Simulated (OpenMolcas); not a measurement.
# SnH2ClO2 (SMILES [OH][Sn]([OH])[Cl]) at 4 levels

Aim: a comparison of 4 runs (UB3LYP/def2-SVP, UBHLYP/def2-SVP, UPBE0/def2-SVP, ROCCSD(T)/def2-SVP) of SnH2ClO2. 

The results are computed with OpenMolcas 26.06.

**1. The molecule**

The species is SnH2ClO2 (6 atoms), meant as a doublet with charge 0. SMILES: `[OH][Sn]([OH])[Cl]`. One bond was lengthened or shortened from a relaxed shape.

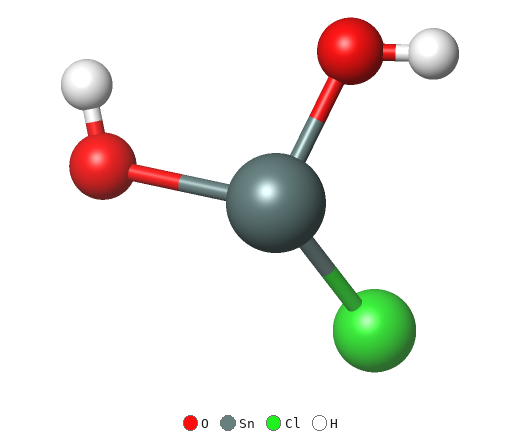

Viewed from a chosen angle; oxygen red, tin teal, chlorine green, hydrogen white.

**2. A single-point energy at UB3LYP/def2-SVP (core potential) (run 1)**

File calc.input:

```
&GATEWAY
BasLib=$CurrDir
Coord
6
angstrom
O       -0.580124       1.479967      -0.408447
Sn       0.239076      -0.238733      -0.909847
O        1.256500      -0.847900       1.007700
Cl      -1.460924      -1.797633      -1.356747
H       -1.315424       1.745867      -0.968647
H        1.372100      -0.087800       1.589200
Basis=def2-SVP
Group=NoSym
&SEWARD
GridInput
Grid=UltraFine
End of Grid
&SCF
UHF
Spin=2
KSDFT=B3LYP
Thresholds=1e-10 1e-07 1e-07 1e-05
PrOrbitals=1 1
```

The basis set def2-SVP is read from a file made from the Basis Set Exchange's data (not shown).

The run is started by

```console
export MOLCAS_MEM=1860
pymolcas calc.input > calc.log
```

What it wrote:

```text
--- Start Module: gateway ---
[...]
--- Stop Module: gateway /rc=_RC_ALL_IS_WELL_ ---
--- Start Module: seward ---
[...]
      Basis functions           82
--- Stop Module: seward /rc=_RC_ALL_IS_WELL_ ---
[...]
--- Start Module: scf ---
[...]
       Convergence after  26 Iterations
[...]
::    Total KS-DFT energy                            -825.9986730404
[...]
      Total spin, S                                     0.5049768531
[...]
      Total electronic charge=   57.000000
      Total            charge=   -0.000000
[...]
      Dipole Moment (debye):
      Origin of the operator (angstrom)=   -0.0611   -0.4220   -0.7747
                   X=  1.6603E-01               Y=  2.1702E+00               Z= -1.6597E+00           Total=  2.7371E+00
      Quadrupole Moment (debye*angstrom):
[...]
--- Stop Module: scf /rc=_RC_ALL_IS_WELL_ ---
[...]
```

Run time: 35 s. Hardware: 1 thread of Intel Xeon 6975P-C (Granite Rapids), shared host; peak memory 0.46 GiB.

**3. A single-point energy at UBHLYP/def2-SVP (core potential) (run 2)**

File mol.xyz:

```xyz
6

O     -0.580124     1.479967    -0.408447
Sn     0.239076    -0.238733    -0.909847
O      1.256500    -0.847900     1.007700
Cl    -1.460924    -1.797633    -1.356747
H     -1.315424     1.745867    -0.968647
H      1.372100    -0.087800     1.589200
```

File mol.inp:

```
* ClH2O2Sn Kohn-Sham DFT
>>> EXPORT MOLCAS_PRINT=2

&GATEWAY
 BasLib = $CurrDir
 Coord = mol.xyz
 Basis = def2-SVP
 Group = NoSym

&SEWARD
 GridInput
 Grid=UltraFine
 End of Grid

&SCF
 UHF
 Spin = 2
 KSDFT = HYB_GGA_XC_BHANDHLYP
 Thresholds = 1e-10 1e-07 1e-07 1e-05
 PrOrbitals = 1 1
```

The basis set def2-SVP is read from a file made from the Basis Set Exchange's data (not shown).

The run is started by

```console
export MOLCAS_MEM=1860
pymolcas mol.inp > mol.log
```

What it wrote:

```text
--- Start Module: gateway ---
[...]
--- Stop Module: gateway /rc=_RC_ALL_IS_WELL_ ---
--- Start Module: seward ---
[...]
      Basis functions           82
--- Stop Module: seward /rc=_RC_ALL_IS_WELL_ ---
[...]
--- Start Module: scf ---
[...]
       Convergence after  24 Iterations
[...]
::    Total KS-DFT energy                            -825.7576704202
[...]
      Total spin, S                                     0.5132669701
[...]
      Total electronic charge=   57.000000
      Total            charge=   -0.000000
[...]
      Dipole Moment (debye):
      Origin of the operator (angstrom)=   -0.0611   -0.4220   -0.7747
                   X=  3.2535E-01               Y=  2.1879E+00               Z= -1.9960E+00           Total=  2.9794E+00
      Quadrupole Moment (debye*angstrom):
[...]
--- Stop Module: scf /rc=_RC_ALL_IS_WELL_ ---
[...]
```

Wall time 29 s (1 thread of Intel Xeon 6975P-C (Granite Rapids), shared host); peak memory 0.45 GiB.

Run 3 isn't shown in full; the table further down has it.

**4. The energy at ROCCSD(T)/def2-SVP (core potential) (run 4)**

File job.input:

```
* ClH2O2Sn CCSD(T)

&GATEWAY
 BasLib
 $CurrDir
 Coord
 6
 angstrom
 O       -0.580124       1.479967      -0.408447
 Sn       0.239076      -0.238733      -0.909847
 O        1.256500      -0.847900       1.007700
 Cl      -1.460924      -1.797633      -1.356747
 H       -1.315424       1.745867      -0.968647
 H        1.372100      -0.087800       1.589200
 Basis
 def2-SVP
 Group
 NoSym

&SEWARD

&SCF
 UHF
 Spin
 2
 Thresholds
 1e-10 1e-07 1e-07 1e-05
 PrOrbitals
 1 1

&RASSCF
 FileOrb
 $Project.UnaOrb
 Spin
 2
 Nactel
 1 0 0
 Inactive
 28
 Ras2
 1
 OutOrbitals
 Canonical
 OrbListing
 Nothing

&MOTRA
 JobIph
 Frozen
 11

&CCSDT
 CCT
 Triples
 3
 Iterations
 80
 Accuracy
 1e-08
 Extrapolation
 5 4
```

The basis set def2-SVP is read from a file made from the Basis Set Exchange's data (not shown).

The run is started by

```console
export MOLCAS_MEM=1860
pymolcas job.input > job.log
```

What it wrote:

```text
--- Start Module: gateway ---
[...]
--- Stop Module: gateway /rc=_RC_ALL_IS_WELL_ ---
[...]
      Basis functions           82
[...]
       Convergence after  23 Iterations
[...]
::    Total SCF energy                               -823.4948886707
[...]
      Total spin, S                                     0.5347952979
[...]
      Number of active orbitals                  1
[...]
      Spin quantum number                      0.5
[...]
      Active orbitals                            1
[...]
      Number of CSFs                             1
[...]
      Number of root(s) required                 1
[...]
      Convergence after 16 iterations
[...]
      printout of CI-coefficients larger than  0.05 for root  1
      energy=    -823.489045
      conf/sym  1     Coeff  Weight
             1  u   1.00000 1.00000
      Natural orbitals and occupation numbers for root  1
      sym 1:   1.000000
      ************************************************************************************************************************
      *                                                    Final results                                                     *
[...]
::    RASSCF root number  1 Total energy:   -823.48904514
[...]
      Total electronic charge=   57.000000
      Total            charge=   -0.000000
[...]
      Dipole Moment (debye):
      Origin of the operator (angstrom)=   -0.0611   -0.4220   -0.7747
                   X=  2.8854E-01               Y=  2.3925E+00               Z= -3.0328E+00           Total=  3.8737E+00
      Quadrupole Moment (debye*angstrom):
[...]
--- Start Module: motra ---
[...]
--- Start Module: ccsdt ---
[...]
      Convergence after                    29  Iterations
      Total energy (diff) :    -824.12547339      -0.00000000
[...]
 METHOD                       : CCSD+T(CCSD)+<T3(1)WT1>+<T3(1)UT2> = CCSD(T)
[...]
       CCSD     =      -824.1254733922632
[...]
```

Wall time 97 s (1 thread of Intel Xeon 6975P-C (Granite Rapids), shared host); peak memory 0.46 GiB.

**5. All runs side by side**

| run | level | integration grid | frozen core orbitals | energy (Eh) | dipole moment (D) | HOMO energy (eV) | LUMO energy (eV) | wall time |
| --- | --- | --- | --- | --- | --- | --- | --- | --- |
| 1 | UB3LYP/def2-SVP (core potential) | UltraFine | – | -825.998673 | 2.74 | -6.99 | -4.72 | 35 s |
| 2 | UBHLYP/def2-SVP (core potential) | UltraFine | – | -825.757670 | 2.98 | -8.39 | -3.67 | 29 s |
| 3 | UPBE0/def2-SVP (core potential) | UltraFine | – | -825.606491 | 2.87 | -7.29 | -4.48 | 31 s |
| 4 | ROCCSD(T)/def2-SVP (core potential) | – | 11 | -824.142350 | – | – | – | 97 s |

**6. Outcome**

| quantity | value |
| --- | --- |
| run 4: total energy | -824.14235 Eh |
| run 4: (T) correction | -16.88 mEh |

In words: Over runs 1, 2, 3 the dipole moment (its size) runs from 2.74 D (UB3LYP/def2-SVP) to 2.98 D (UBHLYP/def2-SVP). Totals of different functionals can't be ranked against each other. All runs together took 3.2 min, the longest 97 s.
